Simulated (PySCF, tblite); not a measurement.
# C6H5B2 radical: geometry, infrared bands and EPR parameters

Aim: predict the infrared bands and EPR parameters of C6H5B2 radical (`C#CC1=CBC=[C]B1`).

Computed with tblite 0.8.0 and PySCF 2.14.0, with density-fitted response routines of our own, on a single molecule in the gas phase. Atoms are numbered from 0 throughout.

**1. Starting geometry**

13 atoms, charge 0, multiplicity 2; geometry from: force field or distance geometry start.

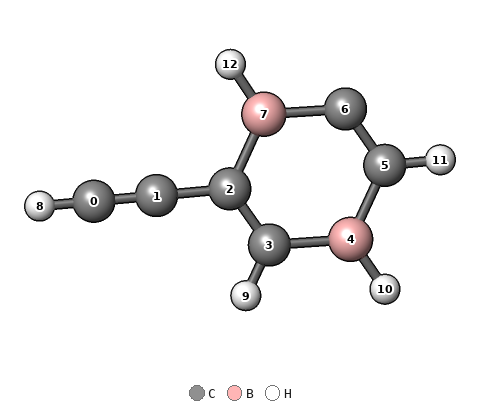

The starting geometry (carbon grey, boron pink, hydrogen white), atoms numbered; sticks join atoms by distance.

**2. Relaxing the molecule with GFN2-xTB**

The job: settings as JSON, then the geometry in Å.

```
{"job": {"kind": "relax", "xc": "GFN2-xTB", "basis": "xTB"}, "charge": 0, "multiplicity": 2}
C      3.290400     0.250400    -0.240700
C      2.077200     0.194500    -0.147700
C      0.659500     0.110700    -0.013000
C     -0.011500    -0.949700    -0.494700
B     -1.580500    -1.073300    -0.361500
C     -2.354300     0.119900     0.319300
C     -1.689200     1.195300     0.788100
B     -0.114000     1.311600     0.679000
H      4.339800     0.305700    -0.328100
H      0.522600    -1.771700    -0.954400
H     -2.159900    -2.016700    -0.784600
H     -3.432000     0.069300     0.419700
H      0.447300     2.254400     1.100800
```

Launch:

```bash
OMP_NUM_THREADS=1 python probes_run.py task.json out
```

The driver reads the jobs from task.json and runs them one after another.

Log:

```text
step      E/eV     max force
  0    -479.57100    4.099
  1    -479.87705    3.359
  2    -479.96588    4.169
  3    -480.23049    1.787
  4    -480.29392    1.559
  5    -480.36994    0.646
  6    -480.41386    0.421
  7    -480.41807    0.139
  8    -480.42021    0.127
  9    -480.42138    0.138
 10    -480.42394    0.138
 11    -480.42540    0.099
 12    -480.42632    0.085
 13    -480.42687    0.063
 14    -480.42731    0.059
 15    -480.42757    0.041
 16    -480.42772    0.036
 17    -480.42785    0.038
 18    -480.42801    0.051
 19    -480.42820    0.048
 20    -480.42836    0.032
 21    -480.42847    0.024
 22    -480.42853    0.021
 23    -480.42856    0.016
 24    -480.42858    0.013
 25    -480.42860    0.018
 26    -480.42864    0.018
 27    -480.42867    0.015
 28    -480.42869    0.014
 29    -480.42872    0.016
 30    -480.42875    0.021
 31    -480.42879    0.027
 32    -480.42883    0.024
 33    -480.42887    0.017
 34    -480.42890    0.014
 35    -480.42893    0.017
 36    -480.42895    0.014
 37    -480.42897    0.011
 38    -480.42899    0.011
 39    -480.42900    0.010
 40    -480.42901    0.009
```

Wall time 0.17 s (1 thread of Arm Neoverse V2, shared host).

The steps of the relaxation: (not every step is listed)

| step | energy from step 0 (eV) | largest force (eV/Å) |
| --- | --- | --- |
| 0 | 0.0000 | 4.0994 |
| 1 | -0.3060 | 3.3592 |
| 2 | -0.3949 | 4.1693 |
| 3 | -0.6595 | 1.7870 |
| 4 | -0.7229 | 1.5589 |
| 5 | -0.7989 | 0.6458 |
| 6 | -0.8429 | 0.4207 |
| 7 | -0.8471 | 0.1394 |
| 8 | -0.8492 | 0.1266 |
| 10 | -0.8529 | 0.1382 |
| 12 | -0.8553 | 0.0846 |
| 14 | -0.8563 | 0.0593 |
| 16 | -0.8567 | 0.0365 |
| 18 | -0.8570 | 0.0515 |
| 20 | -0.8574 | 0.0324 |
| 22 | -0.8575 | 0.0209 |
| 24 | -0.8576 | 0.0132 |
| 26 | -0.8576 | 0.0181 |
| 28 | -0.8577 | 0.0139 |
| 30 | -0.8577 | 0.0211 |
| 32 | -0.8578 | 0.0244 |
| 34 | -0.8579 | 0.0140 |
| 35 | -0.8579 | 0.0171 |
| 36 | -0.8579 | 0.0141 |
| 37 | -0.8580 | 0.0107 |
| 38 | -0.8580 | 0.0110 |
| 39 | -0.8580 | 0.0104 |
| 40 | -0.8580 | 0.0088 |

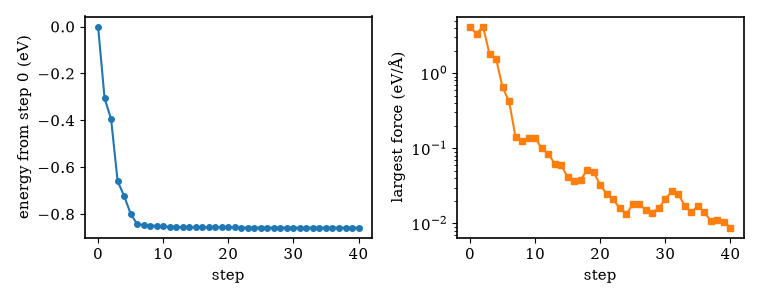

Energy and force, step by step.

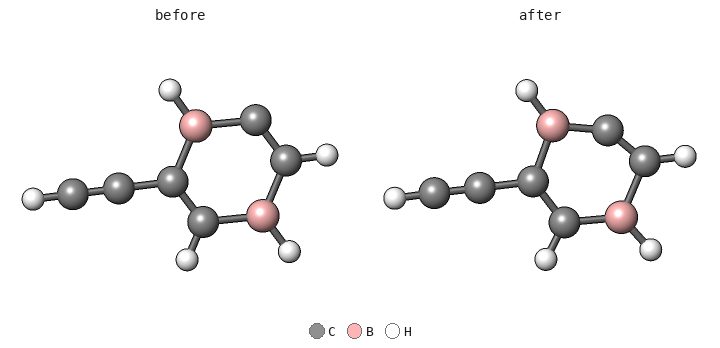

The geometry before (left) and after (right).

Close pairs (by a distance rule), those that changed most:

| bond | before (Å) | after (Å) | change (Å) |
| --- | --- | --- | --- |
| C6–B7 | 1.583 | 1.456 | -0.128 |
| C3–B4 | 1.579 | 1.500 | -0.080 |
| C5–C6 | 1.349 | 1.283 | -0.065 |
| C2–C3 | 1.344 | 1.378 | +0.034 |
| C2–B7 | 1.587 | 1.561 | -0.026 |
| B4–C5 | 1.577 | 1.597 | +0.020 |
| C1–C2 | 1.427 | 1.407 | -0.019 |
| B4–H10 | 1.185 | 1.169 | -0.016 |

The final coordinates are the input of the step that follows.

**3. Harmonic vibrations with GFN2-xTB**

The job: settings as JSON, then the geometry in Å.

```
{"job": {"kind": "ir", "xc": "GFN2-xTB", "basis": "xTB"}, "charge": 0, "multiplicity": 2}
C      3.220900     0.282163    -0.217983
C      2.022808     0.207278    -0.121498
C      0.622775     0.130070    -0.004127
C     -0.071707    -0.960294    -0.480997
B     -1.562792    -1.083489    -0.377710
C     -2.347042     0.119413     0.321377
C     -1.478810     0.997159     0.671403
B     -0.065782     1.346666     0.691133
H      4.264915     0.334005    -0.309300
H      0.525284    -1.740535    -0.945196
H     -2.229657    -1.967455    -0.752667
H     -3.410768     0.061655     0.411280
H      0.505488     2.273849     1.096556
```

Log:

```text
mode    cm-1     km/mol
  1     108.4      1.28
  2     138.0      1.62
  3     248.7     18.98
  4     255.5      0.48
  5     277.4      0.97
  6     312.5      0.51
  7     417.7      1.18
  8     445.9      2.42
  9     503.8      6.76
 10     542.1      1.00
 11     570.4      2.42
 12     607.5     51.38
 13     648.3     18.61
 14     658.7      1.20
 15     710.9     58.48
 16     781.6      0.46
 17     803.9     21.86
 18     843.1     29.01
 19     876.4     34.56
 20     906.4     29.52
 21     936.7      5.85
 22    1114.2     18.52
 23    1130.4      2.34
 24    1171.7      3.16
 25    1256.1     44.98
 26    1442.3     58.86
 27    1766.3    229.52
 28    2210.2      3.60
 29    2640.9    187.19
 30    2712.5     84.95
 31    3013.3     39.51
 32    3164.8      1.39
 33    3388.2      1.03
```

Run time: 0.29 s. Hardware: 1 thread of Arm Neoverse V2, shared host.

The strongest bands and the atoms that carry them (share of the mass-weighted mode):

| cm⁻¹ | km/mol | atoms |
| --- | --- | --- |
| 608 | 51.4 | H8 58 %, H12 18 % |
| 711 | 58.5 | H11 30 %, H10 25 %, B4 14 %, C5 12 % |
| 1256 | 45.0 | H9 51 %, C2 23 %, C3 16 % |
| 1442 | 58.9 | C2 45 %, C3 44 % |
| 1766 | 229.5 | C6 57 %, C5 31 % |
| 2641 | 187.2 | H10 92 % |
| 2712 | 85.0 | H12 91 % |
| 3013 | 39.5 | H9 93 % |

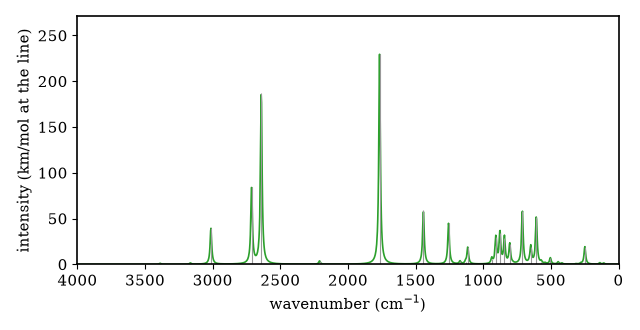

The infrared spectrum from these modes, unscaled. Lines are broadened to a width of 14 cm⁻¹ (Lorentzian).

**4. g tensor and hyperfine couplings: B3LYP/pcH-1**

Same as in step 3 but for these lines:

```diff
@@ -1,2 +1,2 @@
-{"job": {"kind": "ir", "xc": "GFN2-xTB", "basis": "xTB"}, "charge": 0, "multiplicity": 2}
+{"job": {"kind": "epr", "basis": "pcH-1"}, "charge": 0, "multiplicity": 2}
 C      3.220900     0.282163    -0.217983
```

Level: UKS B3LYP, pcH-1 on B C H, non-relativistic, mean-field spin-orbit, GIAO.

Log:

```text
UKS, coarse grid
  cycle   1  E = -281.12254756  |g| = 3.43e-01
  cycle   2  E = -281.04074510  |g| = 5.02e-01
  cycle   3  E = -281.17673931  |g| = 1.51e-01
  cycle   4  E = -281.18935611  |g| = 4.16e-02
  cycle   5  E = -281.18999931  |g| = 2.44e-02
  cycle   6  E = -281.19033472  |g| = 4.79e-03
  cycle   7  E = -281.19034455  |g| = 2.83e-03
  cycle   8  E = -281.19034869  |g| = 1.17e-03
  cycle   9  E = -281.19035012  |g| = 7.53e-04
UKS, final grid
  cycle   1  E = -281.19031616  |g| = 1.65e-03
  cycle   2  E = -281.19030836  |g| = 4.10e-03
  cycle   3  E = -281.19031772  |g| = 2.36e-04
  cycle   4  E = -281.19031775  |g| = 7.56e-05
  cycle   5  E = -281.19031776  |g| = 6.10e-05
  cycle   6  E = -281.19031777  |g| = 3.20e-05
  cycle   7  E = -281.19031777  |g| = 9.37e-06
E = -281.19031777 Eh   <S^2> = 0.7545 (exact 0.7500)
g shifts (ppm)      1          2          3
  rmc           -96        -96        -96
  gc             26         -1         18
  oz_so        -659         17        412
  total        -729        -80        334
hyperfine (MHz)  atom isotope    a_iso     a_fc   dipolar eigenvalues
    0   13C       4.20       4.20     -4.39     -4.08      8.47
    1   13C      -6.44      -6.44     -2.34     -0.20      2.54
    2   13C      -8.53      -8.53     -4.23     -3.85      8.08
    3   13C      -6.36      -6.36     -7.23     -6.69     13.93
    4   11B      13.27      13.27    -15.97    -14.57     30.54
    5   13C       2.07       2.07    -13.07    -11.86     24.93
    6   13C     -16.55     -16.55     -8.66     -5.19     13.86
    7   11B      15.63      15.63    -18.74    -17.74     36.47
    8    1H      -4.19      -4.19     -2.46     -0.56      3.02
    9    1H      -6.78      -6.78     -4.62     -1.80      6.41
   10    1H     -19.45     -19.45     -8.29     -0.65      8.94
   11    1H     -10.06     -10.06     -7.63     -1.17      8.80
   12    1H     -24.46     -24.46     -9.62     -0.43     10.05
```

Wall time 57 s (1 thread of Arm Neoverse V2, shared host); peak memory 0.91 GiB.

Principal g values 2.00159, 2.00224, 2.00265; g(iso) = 2.00216, against 2.00232 for a free electron.

Hyperfine couplings, nucleus by nucleus at this fixed geometry (no averaging over rotations):

| nuclei | isotope | a(iso) (MHz) | a(iso) (G, at g = 2.0023) | largest dipolar term (MHz) |
| --- | --- | --- | --- | --- |
| H12 | 1H | -24.5 | -8.7 | 10.0 |
| H10 | 1H | -19.5 | -6.9 | 8.9 |
| C6 | 13C | -16.6 | -5.9 | 13.9 |
| B7 | 11B | 15.6 | 5.6 | 36.5 |
| B4 | 11B | 13.3 | 4.7 | 30.5 |
| H11 | 1H | -10.1 | -3.6 | 8.8 |
| C2 | 13C | -8.5 | -3.0 | 8.1 |
| H9 | 1H | -6.8 | -2.4 | 6.4 |
| C1 | 13C | -6.4 | -2.3 | 2.5 |
| C3 | 13C | -6.4 | -2.3 | 13.9 |
| C0 | 13C | 4.2 | 1.5 | 8.5 |
| H8 | 1H | -4.2 | -1.5 | 3.0 |
| C5 | 13C | 2.1 | 0.7 | 24.9 |

Mulliken spin populations:

C0 0.05; C1 -0.03; C2 0.03; C3 0.09; B4 0.33; C5 0.17; C6 0.04; B7 0.37; H8 0.00; H9 0.00; H10 -0.02; H11 -0.01; H12 -0.02

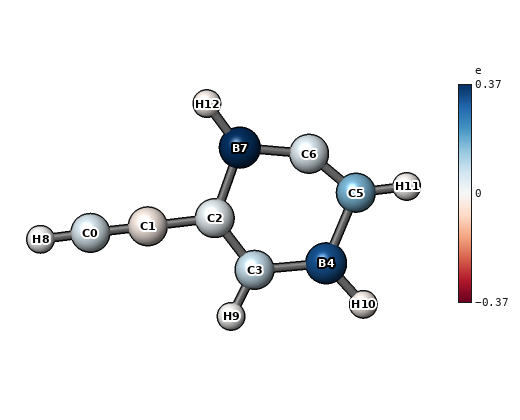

Mulliken spin populations, as colours on the atoms.

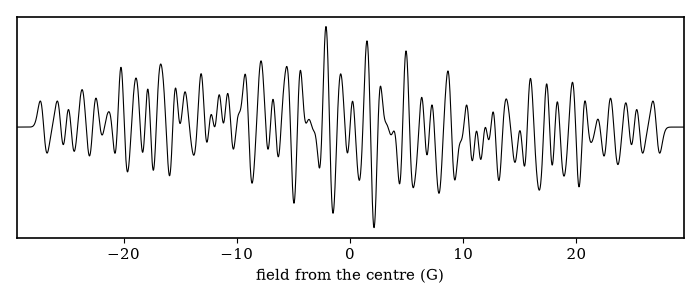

First-order isotropic spectrum (first derivative, main isotopes with spin only, couplings over 0.8 MHz, Gaussian width 0.3 G; couplings of the frozen geometry, rotation of groups not averaged beyond the rows shown).

Orbitals, density, ELF and potential are computed afterwards from the orbital file.

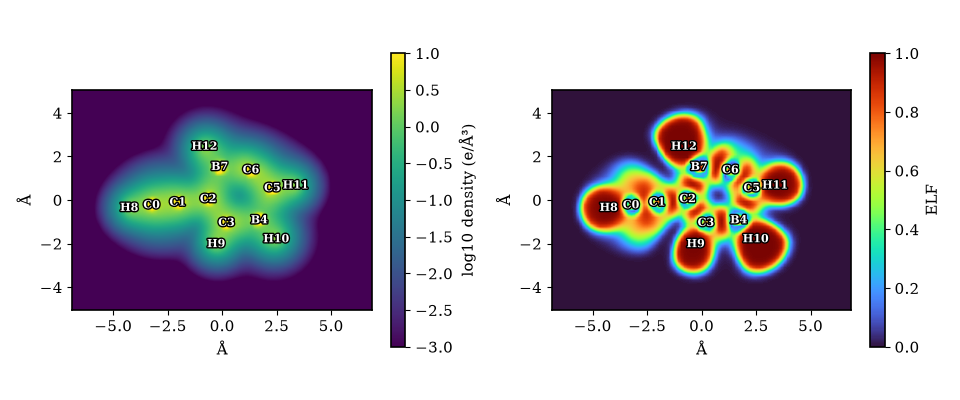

Density (left) and ELF (right) in a plane through or near 13 of the atoms.

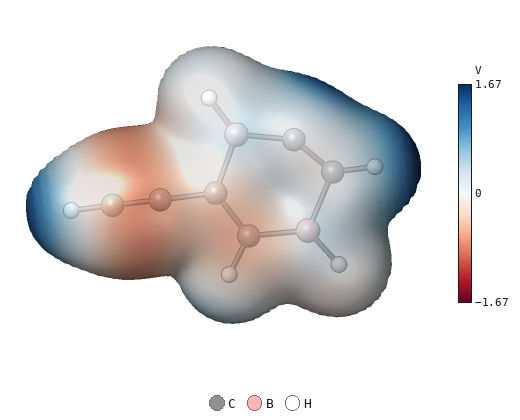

Electrostatic potential on the surface of density 0.002 e/bohr³; red is low, blue high. It runs from -0.80 V near C1 to 1.67 V near H11.

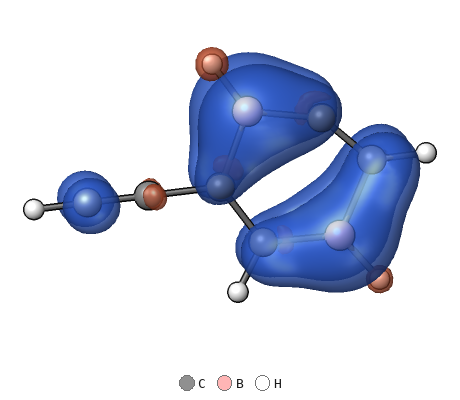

Spin density at ±0.01 e/Å³ (alpha excess blue, beta excess red).

**5. What came out**

| quantity | value |
| --- | --- |
| strongest single infrared mode (GFN2-xTB) | 1766 cm⁻¹, 230 km/mol |
| zero-point energy (GFN2-xTB) | 52.3 kcal/mol |
| g(iso) (B3LYP) | 2.00216 |
| ⟨S²⟩ | 0.754 (exact 0.75) |
| largest a(iso) | 1H on H12, -24.5 MHz |
| surface potential, least and greatest | -0.80 V and 1.67 V |

In words: The optimisation took 40 steps and gained 0.858 eV; among the close pairs (by a distance rule), C6–B7 changed most, from 1.583 to 1.456 Å. No mode is imaginary among the 33: a minimum at this level. The strongest single mode, at 1766 cm⁻¹, moves mainly C6 and C5. GFN2-xTB is a fitted tight-binding method: band positions and strengths are rough. Its intensities can rank the bands wrongly. The largest spin populations lie on B7 (0.37 e), B4 (0.33 e). The isotropic g lies 0.2 ppt below the free-electron value.
